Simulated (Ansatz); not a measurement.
**One shape, several levels: BH2Cl (SMILES BCl)**

Aim: a comparison of 5 runs (BLYP/STO-3G, HSE06/STO-3G, UPBE0/STO-3G, r2SCAN0/STO-3G, MP2/STO-3G) of BH2Cl. 

The calculation is run with Ansatz 0.2.0.

56 further runs of the same task are left out: 2 that didn't finish, 54 set aside as unsound or not needed.

## (1) Starting point

The species is BH2Cl (4 atoms), meant as a singlet with charge 0. SMILES: `BCl`. The Cl2–B1 distance was set to 3.466 Å, away from the relaxed value. At this shape a bond of the SMILES string is far longer than usual.

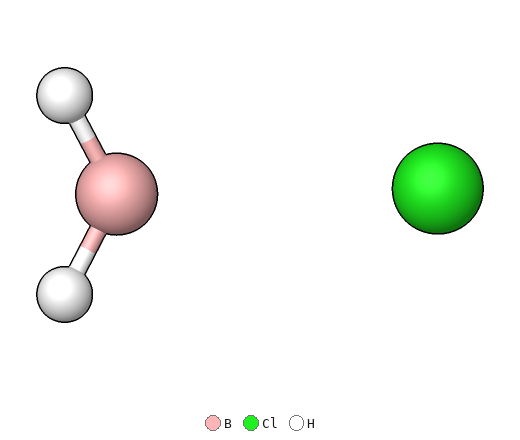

Viewed from a chosen angle; boron pink, chlorine green, hydrogen white.

## (2) The energy at BLYP/STO-3G (run 1)

Contents of input.yaml:

```yaml
crystal:
  periodic: [false, false, false]
  atoms:
    - {symbol: B, position_ang: [-1.598436, 0.438710, -0.871819]}
    - {symbol: Cl, position_ang: [1.365000, -0.395300, 0.721200]}
    - {symbol: H, position_ang: [-2.587936, -0.142490, -0.556119]}
    - {symbol: H, position_ang: [-1.568336, 1.289810, -1.703119]}
basis:
  gaussian:
    orbitals: STO-3G
hamiltonian:
  xc: {name: BLYP}
accuracy: high
```

Command:

```sh
$ ansatz run input.yaml --threads 1 --pin off --max-ram 2610MiB --events-out events.jsonl --progress --plain --runs-dir runs
```

What it wrote:

```text
Warning: RAYON_NUM_THREADS=1 ignored (pool sized by the plan → 1); use --threads N
Functional definition: BLYP
  name "BLYP"
  parameter beta = 0.0042
  parameter a = 0.04918
  parameter b = 0.132
  parameter c = 0.2533
  parameter d = 0.349
  exchange = b88_x(beta = beta)
  correlation = lyp_c(a = a, b = b, c = c, d = d)
239 factors; integrals over basis functions are off by at most 5.7e-9 eV
mean field evaluation 1: about -13073.5972 eV, gradient 1.7e1 eV
mean field evaluation 2: about -12964.7113 eV, gradient 5.8e1 eV
mean field evaluation 4: about -13074.4631 eV, gradient 1.2e1 eV
mean field evaluation 8: about -13074.8244 eV, gradient 1.3e1 eV
mean field evaluation 16: about -13079.1851 eV, gradient 2.8e-9 eV
mean field evaluation 32: about -13072.3415 eV, gradient 3.8e1 eV
mean field -13079.18510960 eV, -480.6511873876 hartree, gradient 3.3e-9 eV, S^2 0.000000; 2 other end points of the search recorded, 0 dependent functions left out
reference -13079.18514734 eV, -480.6511887747 hartree; 12, 12 occupied and 4, 4 virtual orbitals, 239 factors
Total energy: -13079.18514734 eV, -480.6511887747 hartree
```

Run time: 0.93 s. Hardware: 1 thread of Arm Neoverse V1, shared host.

## (3) A single-point energy at HSE06/STO-3G (run 2)

Contents of run.yaml:

```yaml
crystal:
  periodic: [false, false, false]
  atoms:
    - symbol: B
      position_ang: [-1.598436, 0.438710, -0.871819]
    - symbol: Cl
      position_ang: [1.365000, -0.395300, 0.721200]
    - symbol: H
      position_ang: [-2.587936, -0.142490, -0.556119]
    - symbol: H
      position_ang: [-1.568336, 1.289810, -1.703119]
basis:
  gaussian: {orbitals: STO-3G}
accuracy: high
hamiltonian: {xc: {name: HSE06}}
```

Command:

```sh
$ ansatz run run.yaml --threads 1 --pin off --max-ram 2610MiB --events-out events.jsonl --progress --plain --runs-dir runs
```

What it wrote:

```text
Warning: RAYON_NUM_THREADS=1 ignored (pool sized by the plan → 1); use --threads N
Functional definition: HSE06
  name "HSE06"
  parameter a = 0.25
  parameter omega = 0.11/bohr
  exchange = pbe_x - a*pbe_x_sr(omega) + a*exact_x_sr(omega)
  correlation = pbe_c
239 factors; integrals over basis functions are off by at most 5.7e-9 eV
60 factors; integrals over basis functions are off by at most 1.7e-9 eV
mean field evaluation 1: about -13070.8961 eV, gradient 1.5e1 eV
mean field evaluation 2: about -12962.9679 eV, gradient 5.3e1 eV
mean field evaluation 4: about -13071.4342 eV, gradient 1.1e1 eV
mean field evaluation 8: about -13072.8627 eV, gradient 1.2e1 eV
mean field evaluation 16: about -13075.4078 eV, gradient 1.0e-6 eV
mean field -13075.40782686 eV, -480.5123748074 hartree, gradient 8.2e-9 eV, S^2 0.000000; 2 other end points of the search recorded, 0 dependent functions left out
reference -13075.40782866 eV, -480.5123748735 hartree; 12, 12 occupied and 4, 4 virtual orbitals, 239 factors
Total energy: -13075.40782866 eV, -480.5123748735 hartree
```

Wall time 1.1 s (1 thread of Arm Neoverse V1, shared host).

## (4) A single-point energy at UPBE0/STO-3G (run 3)

Contents of in.yaml:

```yaml
crystal:
  periodic: [false, false, false]
  atoms:
    - symbol: B
      position_ang: [-1.598436, 0.438710, -0.871819]
    - symbol: Cl
      position_ang: [1.365000, -0.395300, 0.721200]
    - symbol: H
      position_ang: [-2.587936, -0.142490, -0.556119]
    - symbol: H
      position_ang: [-1.568336, 1.289810, -1.703119]
basis:
  gaussian: {orbitals: STO-3G}
magnetization: {spin_polarized: true}
hamiltonian: {xc: {name: PBE0}}
accuracy: high
```

Command:

```sh
$ ansatz run in.yaml --threads 1 --pin off --max-ram 2610MiB --events-out events.jsonl --progress --plain --runs-dir runs
```

What it wrote:

```text
Warning: RAYON_NUM_THREADS=1 ignored (pool sized by the plan → 1); use --threads N
Functional definition: PBE0
  name "PBE0"
  parameter a = 0.25
  parameter kappa = 0.804
  parameter beta = 0.06672455060314922
  exchange = (1 - a)*pbe_x(kappa = kappa, mu = beta*pi^2/3) + a*exact_x
  correlation = pbe_c(beta = beta)
239 factors; integrals over basis functions are off by at most 5.7e-9 eV
mean field evaluation 1: about -13071.1555 eV, gradient 1.0e1 eV
mean field evaluation 2: about -12963.5705 eV, gradient 3.7e1 eV
mean field evaluation 4: about -13071.7492 eV, gradient 8.0e0 eV
mean field evaluation 8: about -13072.0524 eV, gradient 7.4e0 eV
mean field evaluation 16: about -13075.6432 eV, gradient 1.2e-6 eV
mean field evaluation 32: about -13076.4468 eV, gradient 1.2e-6 eV
mean field evaluation 64: about -13076.4020 eV, gradient 7.2e-1 eV
mean field -13076.44681690 eV, -480.5505569869 hartree, gradient 2.4e-8 eV, S^2 0.745167; 9 other end points of the search recorded, 0 dependent functions left out
reference -13076.44681825 eV, -480.5505570365 hartree; 12, 12 occupied and 4, 4 virtual orbitals, 239 factors
Total energy: -13076.44681825 eV, -480.5505570365 hartree
```

Wall time 3.3 s (1 thread of Arm Neoverse V1, shared host); peak memory 0.11 GiB.

Run 4 isn't shown in full; the table further down has it.

## (5) A single-point energy at MP2/STO-3G (run 5)

Contents of job.yaml:

```yaml
crystal:
  periodic: [false, false, false]
  atoms:
    - {symbol: B, position_ang: [-1.598436, 0.438710, -0.871819]}
    - {symbol: Cl, position_ang: [1.365000, -0.395300, 0.721200]}
    - {symbol: H, position_ang: [-2.587936, -0.142490, -0.556119]}
    - {symbol: H, position_ang: [-1.568336, 1.289810, -1.703119]}
basis:
  gaussian:
    orbitals: STO-3G
correlation:
  method: mp2
  frozen_orbitals: {B: 1, Cl: 5, H: 0}
accuracy: high
```

Command:

```sh
$ ansatz run job.yaml --threads 1 --pin off --max-ram 2610MiB --events-out events.jsonl --progress --plain --runs-dir runs
```

What it wrote, cut to the lines that bear on the results:

```text
Warning: RAYON_NUM_THREADS=1 ignored (pool sized by the plan → 1); use --threads N
Functional definition: HF
  name "HF"
[...]
239 factors; integrals over basis functions are off by at most 5.7e-9 eV
[...]
mean field -13057.18583211 eV, -479.8427288515 hartree, gradient 1.2e-8 eV, S^2 0.000000; 0 other end points of the search recorded, 0 dependent functions left out; unrestricted orbitals would lower it
[...]
unrestricted determinant -13060.19848449 eV, -479.9534417846 hartree, S^2 0.9802
6 core orbitals not correlated: weight in the atoms' cores, before any rotation towards them, 1.000 or more for the frozen orbitals, at most 0.000 for the correlated occupied ones
reference -13057.18583211 eV, -479.8427288515 hartree; 6, 6 occupied and 4, 4 virtual orbitals, 239 factors
second order -2.27537299 eV of doubles, -0.00000000 eV of singles
WARN: the method's energy lies above the unrestricted determinant's, so it is not that of the lowest state
Total energy: -13059.46120509 eV, -479.9263472665 hartree
```

Wall time 0.12 s (1 thread of Arm Neoverse V1, shared host).

## (6) Overview of the runs

```
run           level  frozen core orbitals  energy (Eh)  wall time
  1     BLYP/STO-3G                     –  -480.651189     0.93 s
  2    HSE06/STO-3G                     –  -480.512375      1.1 s
  3    UPBE0/STO-3G                     –  -480.550557      3.3 s
  4  r2SCAN0/STO-3G                     –  -480.673618      2.1 s
  5      MP2/STO-3G                     6  -479.926347     0.12 s
```

## (7) Results

| quantity | value |
| --- | --- |
| run 5: total energy | -479.92635 Eh |
| run 5: correlation energy (6 core orbitals frozen) | -83.6 mEh |

**Reading.** Totals of different functionals can't be ranked against each other. In run 5 the log says that unrestricted orbitals would lower the reference, so the values rest on an unstable closed-shell determinant (other closed-shell runs at this shape may share the fault). In runs 1, 2, 3, 4, 5 the basis is minimal, so the values are rough. Spin contamination of the reference: run 3 ⟨S²⟩ = 0.75. Where it is this large, the reference is a mixture of spin states, and values that rest on it are in doubt. All runs together took 7.6 s, the longest 3.3 s.
